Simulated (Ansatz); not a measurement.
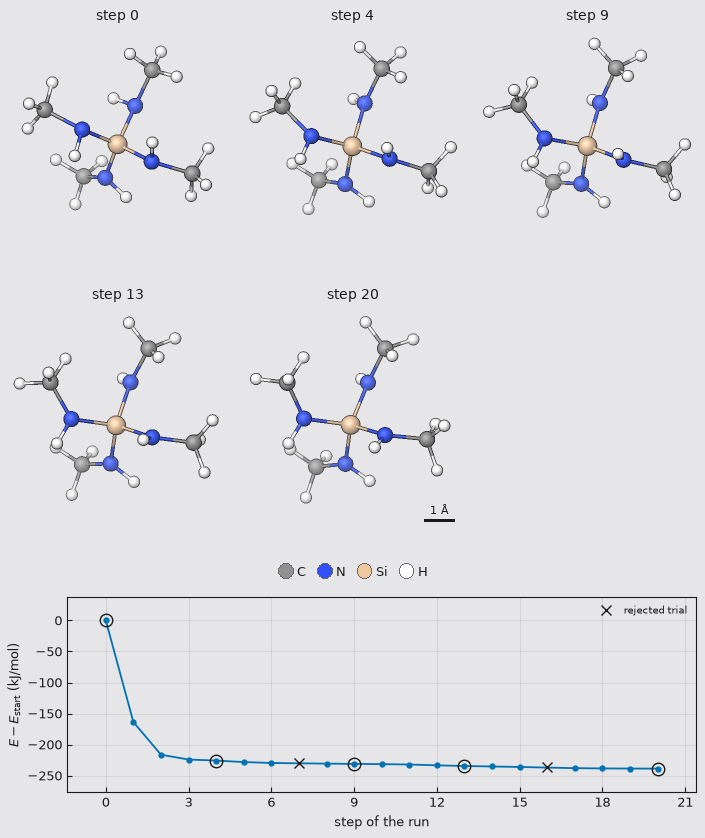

Frames of a relaxation of C4H16N4Si (coarse preliminary run), marked on the history of the run. Style: ball-and-stick. Shown at a tilt.

The start comes from a force field.

These are results of RKS PBE-D4/def2-SVP (Ansatz), not measurements.

Input file:
```yaml
crystal:
  periodic: [false, false, false]
  atoms:
    - {symbol: C, position_ang: [1.724800, -1.959200, -1.483100]}
    - {symbol: N, position_ang: [1.049900, -1.577400, -0.230300]}
    - {symbol: Si, position_ang: [-0.043500, -0.349000, 0.046400]}
    - {symbol: N, position_ang: [-1.358000, -0.714800, -0.675900]}
    - {symbol: C, position_ang: [-2.522400, 0.149700, -1.042400]}
    - {symbol: N, position_ang: [0.585000, 1.096300, -0.488100]}
    - {symbol: C, position_ang: [1.864600, 1.706300, -0.097500]}
    - {symbol: N, position_ang: [-0.188100, -0.301200, 1.685200]}
    - {symbol: C, position_ang: [-0.998800, 0.650200, 2.504600]}
    - {symbol: H, position_ang: [0.934200, -2.135400, -2.243900]}
    - {symbol: H, position_ang: [2.318600, -1.111900, -1.836100]}
    - {symbol: H, position_ang: [2.310400, -2.804000, -1.354400]}
    - {symbol: H, position_ang: [1.734700, -1.441400, 0.451800]}
    - {symbol: H, position_ang: [-1.219200, -1.280100, -1.461700]}
    - {symbol: H, position_ang: [-2.899200, 0.695100, -0.152600]}
    - {symbol: H, position_ang: [-3.354100, -0.396600, -1.399200]}
    - {symbol: H, position_ang: [-2.219300, 0.903900, -1.798500]}
    - {symbol: H, position_ang: [-0.165400, 1.780800, -0.353400]}
    - {symbol: H, position_ang: [1.851300, 1.964000, 0.968600]}
    - {symbol: H, position_ang: [1.940200, 2.643300, -0.665700]}
    - {symbol: H, position_ang: [2.671200, 1.062700, -0.323100]}
    - {symbol: H, position_ang: [-0.528200, -1.286700, 1.911300]}
    - {symbol: H, position_ang: [-0.871700, 0.445300, 3.490600]}
    - {symbol: H, position_ang: [-2.072100, 0.592600, 2.212200]}
    - {symbol: H, position_ang: [-0.618300, 1.643400, 2.315300]}
basis:
  gaussian: {orbitals: def2-SVP}
hamiltonian: {xc: pbe, dispersion: d4}
relax: {f_tol: 0.03, max_steps: 200}
```

Command:
```bash
ansatz run in.yaml --threads 4 --pin off --events-out ev --progress --plain --max-ram 46080MiB --backend cuda --devices 0, --max-vram 37GiB
```

> Describe the path.

After 18 accepted moves (20 points after the start) the energy has fallen by 238.7 kJ/mol. The largest force component goes from 8.7 to 0.027 eV/Å. The line search rejected the trial steps at points 7, 16 of the run. The largest move after the best rigid fit is that of H10, 1.77 Å. Largest moves by element: H 1.77 Å, N 0.76 Å, C 0.50 Å, Si 0.20 Å. Near-neighbour distances that change, for instance: Si3–N4 1.544 → 1.744 Å, C9–H23 1.015 → 1.118 Å, Si3–N8 1.646 → 1.740 Å, C1–H12 1.036 → 1.119 Å. Among the angles between lasting bonds that change: Si3–N8–H22 102.3° → 117.5°, Si3–N2–H13 104.0° → 116.7°, Si3–N6–H18 105.2° → 117.5°. From step 0 to 4: H atoms move most (0.53 Å), energy −225.8 kJ/mol. From step 4 to 9: H10 moves most (0.41 Å), energy −5.37 kJ/mol. From step 9 to 13: H10 moves most (0.57 Å), energy −3.36 kJ/mol. From step 13 to 20: H10 moves most (0.58 Å), energy −4.23 kJ/mol.
